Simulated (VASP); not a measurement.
# How thick must a slab of Cu(100) be?, part 5 of 7

How many layers does a slab of Cu(100) need before surface energy, work function and relaxation settle?

VASP 6.6.1; PBE; plane waves and PAW (Cu).

So far. Step 12 (Relaxing the slab, layers 8): The run ended after 11 ionic steps, 0.010 eV below its first step, once the forces on the free atoms met EDIFFG = -0.01. Step 13 (The vacuum level, layers 8): The vacuum level lies 4.45 eV above the Fermi level at the upper face; both faces agree, as the slab has next to no dipole.

## (14) Relaxing the slab, layers 9

System of this step: Cu(100). The cell holds 9 atoms: 9 Cu. Its edges and angles: a = 2.566 Å, b = 2.566 Å, c = 29.513 Å, α = 90.0°, β = 90.0°, γ = 90.0°. It derives from Cu. 9 layers of fcc Cu, cut at this functional's lattice. Vacuum lies along c.

INCAR

```
SYSTEM = Cu
PREC = Normal
ENCUT = 330
EDIFF = 1E-06
NELM = 120
ISMEAR = 1
SIGMA = 0.15
LREAL = .FALSE.
ALGO = Fast
GGA = PE
NBANDS = 61
LASPH = .TRUE.
LORBIT = 11
LWAVE = .FALSE.
LCHARG = .FALSE.
KPAR = 4
IBRION = 2
NSW = 50
ISIF = 2
EDIFFG = -0.01
POTIM = 0.4
MAXMIX = 40
```

POSCAR

```
Cu
1.0
    2.5656253229      0.0000000000      0.0000000000
    0.0000000000      2.5656253229      0.0000000000
    0.0000000000      0.0000000000     29.5133685104
Cu
9
Direct
    0.0000000000      0.0000000000      0.2541221300
    0.5000000000      0.5000000000      0.3155916000
    0.0000000000      0.0000000000      0.3770610600
    0.5000000000      0.5000000000      0.4385305300
    0.0000000000      0.0000000000      0.5000000000
    0.5000000000      0.5000000000      0.5614694700
    0.0000000000      0.0000000000      0.6229389400
    0.5000000000      0.5000000000      0.6844084000
    0.0000000000      0.0000000000      0.7458778700
```

KPOINTS

```
Automatic mesh
0
Gamma
13 13 1
0 0 0
```

Potentials, in the order of the species: Cu (PBE family, release 64).

Run with:

```
> mpirun -np 4 vasp_std
```

The program printed:

```text
[banner, memory and clock lines left out]
running    4 mpi-ranks, on    1 nodes
[...]
LDA part: xc-table for (Slater+PW92), standard interpolation
 POSCAR, INCAR and KPOINTS ok, starting setup
[...]
entering main loop
       N       E                     dE             d eps       ncg     rms          rms(c)
DAV:   1     0.817875249596E+03    0.81788E+03   -0.33085E+04  3448   0.175E+03
DAV:   2     0.605679334208E+02   -0.75731E+03   -0.73322E+03  3416   0.399E+02
DAV:   3    -0.362521541021E+02   -0.96820E+02   -0.89128E+02  3549   0.192E+02
DAV:   4    -0.398478884287E+02   -0.35957E+01   -0.35657E+01  3742   0.512E+01
[...]
RMM:  24    -0.324179484399E+02   -0.19471E-05   -0.32009E-07  1957   0.532E-03    0.425E-04
RMM:  25    -0.324179495091E+02   -0.10693E-05   -0.16500E-07  1936   0.349E-03    0.564E-04
RMM:  26    -0.324179496816E+02   -0.17245E-06   -0.94893E-08  1899   0.311E-03
   1 F= -.32417950E+02 E0= -.32417911E+02  d E =-.324179E+02
[... from here on, the cycles between the ionic steps are left out ...]
   2 F= -.32423770E+02 E0= -.32423815E+02  d E =-.581993E-02
   3 F= -.32427907E+02 E0= -.32428065E+02  d E =-.995758E-02
   4 F= -.32427937E+02 E0= -.32428091E+02  d E =-.998742E-02
   5 F= -.32428515E+02 E0= -.32428670E+02  d E =-.577824E-03
   6 F= -.32428917E+02 E0= -.32429074E+02  d E =-.980096E-03
   7 F= -.32428910E+02 E0= -.32429068E+02  d E =-.973012E-03
   8 F= -.32428915E+02 E0= -.32429074E+02  d E =-.978216E-03
   9 F= -.32429061E+02 E0= -.32429211E+02  d E =-.146056E-03
  10 F= -.32429095E+02 E0= -.32429242E+02  d E =-.179503E-03
  11 F= -.32429127E+02 E0= -.32429265E+02  d E =-.211514E-03
[...]
reached required accuracy - stopping structural energy minimisation
```

It took 2.9 min on 4 MPI ranks of Intel Xeon 6975P-C (Granite Rapids), shared host; peak memory 0.95 GiB.

Parts of OUTCAR (step 14):

```text
  Total       -0.8979287     -0.8979287      0.1090748      0.0000000      0.0000000      0.0000000
  in kB       -7.4053777     -7.4053777      0.8995595      0.0000000      0.0000000      0.0000000
  external PRESSURE =      -4.6370653 kB  Pullay stress =       0.0000000 kB

 POSITION                                       TOTAL-FORCE (eV/Angst)
 -----------------------------------------------------------------------------------
      0.00000      0.00000      7.52758         0.000000      0.000000      0.000834
      1.28281      1.28281      9.29050        -0.000000     -0.000000     -0.005265
      2.56563      0.00000     11.11725        -0.000000      0.000000     -0.003298
      1.28281      1.28281     12.93601         0.000000      0.000000     -0.001366
      2.56563      0.00000     14.75668         0.000000      0.000000      0.000000
      1.28281      1.28281     16.57736        -0.000000      0.000000      0.001366
      0.00000      0.00000     18.39612        -0.000000     -0.000000      0.003298
      1.28281      1.28281     20.22287         0.000000     -0.000000      0.005265
      2.56563      0.00000     21.98579        -0.000000      0.000000     -0.000834
 -----------------------------------------------------------------------------------
    total drift:                                0.000000      0.000000     -0.000000

  FREE ENERGIE OF THE ION-ELECTRON SYSTEM (eV)
  ---------------------------------------------------
  free  energy   TOTEN  =       -32.4291268303 eV

  energy  without entropy=      -32.4295400865  energy(sigma->0) =      -32.42926458

[... 1 part as in an earlier step ...]

[... 3 further parts left out ...]
[key lines of the parts left out:]
E-fermi :   2.1298
```

The run ended after 11 ionic steps, 0.011 eV below its first step, once the forces on the free atoms met EDIFFG = -0.01.

## (15) The vacuum level, layers 9

INCAR: that of step 14 with these lines changed.

```diff
@@ -16,7 +16,6 @@
 KPAR = 4
-IBRION = 2
-NSW = 50
-ISIF = 2
-EDIFFG = -0.01
-POTIM = 0.4
-MAXMIX = 40
+IDIPOL = 3
+LDIPOL = .TRUE.
+DIPOL = 0.5 0.5 0.5
+LVHAR = .TRUE.
+LVACPOTAV = .TRUE.
```

POSCAR

```
Cu
1.0
    2.5656253229      0.0000000000      0.0000000000
    0.0000000000      2.5656253229      0.0000000000
    0.0000000000      0.0000000000     29.5133685104
Cu
9
Direct
    0.0000000000      0.0000000000      0.2550565387
    0.5000000000      0.5000000000      0.3147896676
    0.0000000000      0.0000000000      0.3766853258
    0.5000000000      0.5000000000      0.4383102956
    0.0000000000      0.0000000000      0.5000000000
    0.5000000000      0.5000000000      0.5616897044
    0.0000000000      0.0000000000      0.6233146742
    0.5000000000      0.5000000000      0.6852103324
    0.0000000000      0.0000000000      0.7449434613
```

KPOINTS is that of step 14.

Run with:

```
> mpirun -np 4 vasp_std
```

The program printed:

```text
[... set-up lines as in an earlier step ...]
 entering main loop
       N       E                     dE             d eps       ncg     rms          rms(c)
DAV:   1     0.819311727692E+03    0.81931E+03   -0.33095E+04  3432   0.175E+03
DAV:   2     0.611484130806E+02   -0.75816E+03   -0.73368E+03  3416   0.399E+02
DAV:   3    -0.362759123834E+02   -0.97424E+02   -0.89450E+02  3524   0.193E+02
DAV:   4    -0.398775187185E+02   -0.36016E+01   -0.35720E+01  3775   0.513E+01
[...]
RMM:  23    -0.324291242159E+02   -0.15776E-04   -0.85579E-07  2353   0.741E-03    0.148E-03
RMM:  24    -0.324291268242E+02   -0.26083E-05   -0.40148E-07  2254   0.614E-03    0.587E-04
RMM:  25    -0.324291278132E+02   -0.98905E-06   -0.16166E-07  2198   0.349E-03
 [... a notice as in an earlier step ...]

   1 F= -.32429128E+02 E0= -.32429266E+02  d E =0.414878E-03
```

Wall time 34 s (4 MPI ranks); peak memory 0.88 GiB; 2.2 min of CPU time.

Parts of OUTCAR (step 15):

```text
  Total       -0.8803946     -0.8803946      0.1281660      0.0000000      0.0000000      0.0000000
  in kB       -7.2607708     -7.2607708      1.0570078      0.0000000      0.0000000      0.0000000
  external PRESSURE =      -4.4881779 kB  Pullay stress =       0.0000000 kB

 POSITION                                       TOTAL-FORCE (eV/Angst)
 -----------------------------------------------------------------------------------
      0.00000      0.00000      7.52758        -0.000000      0.000000      0.000467
      1.28281      1.28281      9.29050        -0.000000      0.000000     -0.005107
      0.00000      0.00000     11.11725         0.000000     -0.000000     -0.003256
      1.28281      1.28281     12.93601        -0.000000     -0.000000     -0.000261
      0.00000      0.00000     14.75668        -0.000000     -0.000000      0.000000
      1.28281      1.28281     16.57736         0.000000     -0.000000      0.000261
      0.00000      0.00000     18.39612        -0.000000     -0.000000      0.003256
      1.28281      1.28281     20.22287        -0.000000      0.000000      0.005107
      0.00000      0.00000     21.98579         0.000000     -0.000000     -0.000467
 -----------------------------------------------------------------------------------
    total drift:                                0.000000      0.000000      0.000000

  FREE ENERGIE OF THE ION-ELECTRON SYSTEM (eV)
  ---------------------------------------------------
  free  energy   TOTEN  =       -32.4291278132 eV

  energy  without entropy=      -32.4295426908  energy(sigma->0) =      -32.42926611

[... 2 parts as in an earlier step ...]

[... 1 further part left out ...]
[key lines of the parts left out:]
E-fermi :   2.1292
```

The vacuum level lies 4.52 eV above the Fermi level at the upper face; both faces agree, as the slab has next to no dipole.

The program found no field-free point at its default tolerance, and its printed vacuum level lies off the flat part of the planar average, by -0.01 eV at the upper face; the levels here are read from the flat part.

## (16) Surface relaxation, layers 10

System of this step: Cu(100). The cell holds 10 atoms: 10 Cu. Its edges and angles: a = 2.566 Å, b = 2.566 Å, c = 31.328 Å, α = 90.0°, β = 90.0°, γ = 90.0°. It derives from Cu. 10 layers of fcc Cu, cut at this functional's lattice. Vacuum lies along c.

INCAR

```
SYSTEM = Cu
PREC = Normal
ENCUT = 330
EDIFF = 1E-06
NELM = 120
ISMEAR = 1
SIGMA = 0.15
LREAL = .FALSE.
ALGO = Fast
GGA = PE
NBANDS = 68
LASPH = .TRUE.
LORBIT = 11
LWAVE = .FALSE.
LCHARG = .FALSE.
KPAR = 4
IBRION = 2
NSW = 50
ISIF = 2
EDIFFG = -0.01
POTIM = 0.4
MAXMIX = 40
```

POSCAR

```
Cu
1.0
    2.5656253229      0.0000000000      0.0000000000
    0.0000000000      2.5656253229      0.0000000000
    0.0000000000      0.0000000000     31.3275395742
Cu
10
Direct
    0.5000000000      0.5000000000      0.2394059700
    0.0000000000      0.0000000000      0.2973157500
    0.5000000000      0.5000000000      0.3552255400
    0.0000000000      0.0000000000      0.4131353200
    0.5000000000      0.5000000000      0.4710451100
    0.0000000000      0.0000000000      0.5289548900
    0.5000000000      0.5000000000      0.5868646800
    0.0000000000      0.0000000000      0.6447744600
    0.5000000000      0.5000000000      0.7026842500
    0.0000000000      0.0000000000      0.7605940300
```

KPOINTS is that of step 15.

Run with:

```
> mpirun -np 4 vasp_std
```

The program printed:

```text
[banner, memory and clock lines left out]
running    4 mpi-ranks, on    1 nodes
[...]
LDA part: xc-table for (Slater+PW92), standard interpolation
 POSCAR, INCAR and KPOINTS ok, starting setup
[...]
entering main loop
       N       E                     dE             d eps       ncg     rms          rms(c)
DAV:   1     0.924598077860E+03    0.92460E+03   -0.36829E+04  3848   0.179E+03
DAV:   2     0.761837434732E+02   -0.84841E+03   -0.82084E+03  3808   0.407E+02
DAV:   3    -0.398288657478E+02   -0.11601E+03   -0.10582E+03  3908   0.198E+02
DAV:   4    -0.444701918294E+02   -0.46413E+01   -0.45964E+01  4188   0.556E+01
[...]
RMM:  23    -0.361813242406E+02   -0.68523E-05   -0.72741E-07  2219   0.749E-03    0.906E-04
RMM:  24    -0.361813272491E+02   -0.30085E-05   -0.30275E-07  2189   0.472E-03    0.936E-04
RMM:  25    -0.361813277809E+02   -0.53187E-06   -0.17420E-07  2146   0.387E-03
   1 F= -.36181328E+02 E0= -.36181874E+02  d E =-.361813E+02
[... from here on, the cycles between the ionic steps are left out ...]
   2 F= -.36187170E+02 E0= -.36187769E+02  d E =-.584221E-02
   3 F= -.36190650E+02 E0= -.36191324E+02  d E =-.932172E-02
   4 F= -.36190971E+02 E0= -.36191690E+02  d E =-.964303E-02
   5 F= -.36190960E+02 E0= -.36191675E+02  d E =-.963259E-02
   6 F= -.36191368E+02 E0= -.36192077E+02  d E =-.407574E-03
   7 F= -.36191692E+02 E0= -.36192402E+02  d E =-.731480E-03
   8 F= -.36191711E+02 E0= -.36192416E+02  d E =-.750352E-03
   9 F= -.36191749E+02 E0= -.36192457E+02  d E =-.788296E-03
  10 F= -.36191747E+02 E0= -.36192455E+02  d E =-.786700E-03
  11 F= -.36191748E+02 E0= -.36192456E+02  d E =-.787794E-03
  12 F= -.36191855E+02 E0= -.36192557E+02  d E =-.107251E-03
  13 F= -.36191933E+02 E0= -.36192631E+02  d E =-.185029E-03
  14 F= -.36192022E+02 E0= -.36192709E+02  d E =-.884378E-04
 trial-energy change:   -0.000088  1 .order   -0.000068   -0.000097   -0.000039
 step:   2.9154(harm=  4.0960)  dis= 0.00189  next Energy=   -36.192026 (dE=-0.924E-04)
 reached required accuracy - stopping structural energy minimisation
```

Wall time 4.2 min (4 MPI ranks); peak memory 1 GiB; 17 min of CPU time.

OUTCAR, selected parts (step 16):

```text
  Total       -0.8565881     -0.8565881      0.3345675      0.0000000      0.0000000      0.0000000
  in kB       -6.6553338     -6.6553338      2.5994507      0.0000000      0.0000000      0.0000000
  external PRESSURE =      -3.5704056 kB  Pullay stress =       0.0000000 kB

 POSITION                                       TOTAL-FORCE (eV/Angst)
 -----------------------------------------------------------------------------------
      1.28281      1.28281      7.52303        -0.000000     -0.000000     -0.009912
      2.56563      0.00000      9.28841         0.000000     -0.000000     -0.001809
      1.28281      1.28281     11.11476        -0.000000     -0.000000     -0.003539
      2.56563      0.00000     12.94067        -0.000000      0.000000     -0.003254
      1.28281      1.28281     14.75647        -0.000000     -0.000000     -0.001707
      2.56563      2.56563     16.57107        -0.000000      0.000000      0.001707
      1.28281      1.28281     18.38687        -0.000000     -0.000000      0.003254
      2.56563      0.00000     20.21278         0.000000     -0.000000      0.003539
      1.28281      1.28281     22.03913        -0.000000     -0.000000      0.001809
      0.00000      0.00000     23.80451        -0.000000      0.000000      0.009912
 -----------------------------------------------------------------------------------
    total drift:                                0.000000      0.000000     -0.000000

  FREE ENERGIE OF THE ION-ELECTRON SYSTEM (eV)
  ---------------------------------------------------
  free  energy   TOTEN  =       -36.1920216311 eV

  energy  without entropy=      -36.1940823236  energy(sigma->0) =      -36.19270853

[... 1 part as in an earlier step ...]

[... 3 further parts left out ...]
[key lines of the parts left out:]
E-fermi :   2.4604
```

The run ended after 14 ionic steps, 0.011 eV below its first step, once the forces on the free atoms met EDIFFG = -0.01.

## (17) The vacuum level, layers 10

INCAR: that of step 16 with these lines changed.

```diff
@@ -16,7 +16,6 @@
 KPAR = 4
-IBRION = 2
-NSW = 50
-ISIF = 2
-EDIFFG = -0.01
-POTIM = 0.4
-MAXMIX = 40
+IDIPOL = 3
+LDIPOL = .TRUE.
+DIPOL = 0.5 0.5 0.5
+LVHAR = .TRUE.
+LVACPOTAV = .TRUE.
```

POSCAR

```
Cu
1.0
    2.5656253229      0.0000000000      0.0000000000
    0.0000000000      2.5656253229      0.0000000000
    0.0000000000      0.0000000000     31.3275395742
Cu
10
Direct
    0.5000000000      0.5000000000      0.2401410049
    0.0000000000      0.0000000000      0.2964935171
    0.5000000000      0.5000000000      0.3547920591
    0.0000000000      0.0000000000      0.4130764140
    0.5000000000      0.5000000000      0.4710381818
    0.0000000000      0.0000000000      0.5289618182
    0.5000000000      0.5000000000      0.5869235860
    0.0000000000      0.0000000000      0.6452079409
    0.5000000000      0.5000000000      0.7035064829
    0.0000000000      0.0000000000      0.7598589951
```

KPOINTS is that of step 16.

Run with:

```
> mpirun -np 4 vasp_std
```

The program printed:

```text
[... set-up lines as in an earlier step ...]
 entering main loop
       N       E                     dE             d eps       ncg     rms          rms(c)
DAV:   1     0.925251300533E+03    0.92525E+03   -0.36845E+04  3848   0.179E+03
DAV:   2     0.763360050050E+02   -0.84892E+03   -0.82157E+03  3808   0.408E+02
DAV:   3    -0.398525887597E+02   -0.11619E+03   -0.10620E+03  3912   0.199E+02
DAV:   4    -0.444980923657E+02   -0.46455E+01   -0.45992E+01  4192   0.556E+01
[...]
RMM:  23    -0.361920172435E+02   -0.65703E-05   -0.72265E-07  2542   0.755E-03    0.957E-04
RMM:  24    -0.361920208057E+02   -0.35622E-05   -0.33135E-07  2515   0.488E-03    0.909E-04
RMM:  25    -0.361920212629E+02   -0.45715E-06   -0.14556E-07  2360   0.350E-03
 [... a notice as in an earlier step ...]

   1 F= -.36192021E+02 E0= -.36192707E+02  d E =0.205835E-02
 [... a notice as in an earlier step ...]
```

Run time: 38 s. Hardware: 4 MPI ranks; peak memory 0.95 GiB.

OUTCAR, selected parts (step 17):

```text
  Total       -0.9876432     -0.9876432      0.1986652      0.0000000      0.0000000      0.0000000
  in kB       -7.6735776     -7.6735776      1.5435460      0.0000000      0.0000000      0.0000000
  external PRESSURE =      -4.6012031 kB  Pullay stress =       0.0000000 kB

 POSITION                                       TOTAL-FORCE (eV/Angst)
 -----------------------------------------------------------------------------------
      1.28281      1.28281      7.52303         0.000000     -0.000000     -0.010846
      0.00000      0.00000      9.28841         0.000000      0.000000     -0.002580
      1.28281      1.28281     11.11476         0.000000     -0.000000     -0.003375
      0.00000      0.00000     12.94067         0.000000      0.000000     -0.004726
      1.28281      1.28281     14.75647         0.000000      0.000000     -0.002914
      0.00000      0.00000     16.57107         0.000000      0.000000      0.002914
      1.28281      1.28281     18.38687        -0.000000      0.000000      0.004726
      0.00000      0.00000     20.21278         0.000000      0.000000      0.003375
      1.28281      1.28281     22.03913         0.000000     -0.000000      0.002580
      0.00000      0.00000     23.80451         0.000000      0.000000      0.010846
 -----------------------------------------------------------------------------------
    total drift:                                0.000000      0.000000      0.000000

  FREE ENERGIE OF THE ION-ELECTRON SYSTEM (eV)
  ---------------------------------------------------
  free  energy   TOTEN  =       -36.1920212629 eV

  energy  without entropy=      -36.1940796113  energy(sigma->0) =      -36.19270738

[... 2 parts as in an earlier step ...]

[... 1 further part left out ...]
[key lines of the parts left out:]
E-fermi :   2.4608
```

The planar average of the electrostatic potential oscillates, so the rows of the table below give means over windows of 1.79 Å about each position, cut where the curve ends. Its maxima inside the range that stand out by 2 % of the span (Å: eV): 8.4: -1.88, 10.2: -1.25, 12.1: -1.43, 13.9: -1.41, 15.7: -1.39, 17.5: -1.41, 19.2: -1.43, 21.1: -1.25, 22.9: -1.88. Its minima: 7.5: -12.3, 9.3: -12.6, 11.1: -12.5, 13.0: -12.5, 14.8: -12.5, 16.6: -12.5, 18.3: -12.5, 20.3: -12.5, 22.0: -12.6, 23.8: -12.3.

Zero at the Fermi level. Planar average of the electrostatic potential against height; means over each step:

```tsv
height (Å)	planar average of the electrostatic potential (eV)
0.90	4.52
2.69	4.51
4.47	4.48
6.27	1.26
8.05	-7.62
9.84	-7.38
11.63	-7.36
13.43	-7.46
15.21	-7.49
17.00	-7.48
18.79	-7.42
20.59	-7.41
22.38	-7.71
24.16	-5.99
25.96	4.20
27.75	4.51
29.54	4.51
```

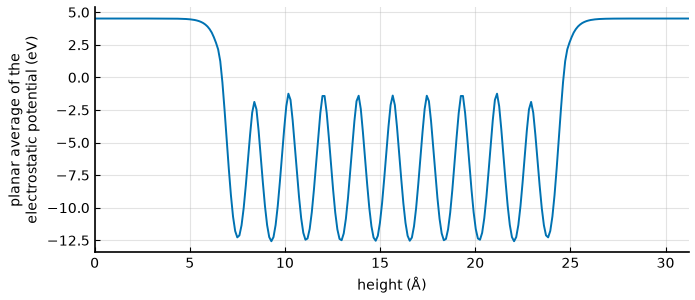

Planar average of the electrostatic potential against height.

The program warns that it found no field-free vacuum at its default tolerance, so these levels carry more doubt.

(Part 5 of 7 ends here.)

[Lines on the potential files, build, host, timing and source positions are cut from VASP's logs without a mark.]

[Logs are printed without paths, hosts, clocks, repeated set-up lines and the standing remarks that a program may print on its own settings, such as how far it seeks lower states.]

[Hosts, paths, dates, database ids (printed as entryN), source tags and the programs' standing remarks are cut or masked in the printed files.]

[Runs that stopped without an error message from VASP are left out.]
